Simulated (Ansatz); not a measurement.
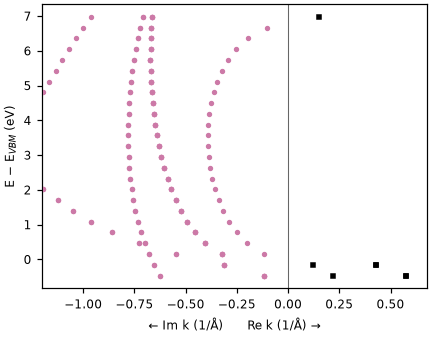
Figure. Complex bands at the centre of the two-dimensional zone; r2SCAN (Ansatz, a quantum-chemistry and plane-wave program)

The gap is the functional's own. No spin-orbit coupling. Mid-gap values are those at the computed energy nearest the middle.

**Question.** This is Al₂O₃ (R-3c, corundum, 10 atoms a cell, 8.7 Å³ an atom, -7 GPa at this level) along the normal of (001). Read off the slowest decay at the centre of the two-dimensional zone at 3.25 eV, the computed energy nearest the middle of the gap.

**Answer.** κ ≈ 0.39 1/Å, a decay length 1/(2κ) of the density of 1.3 Å.
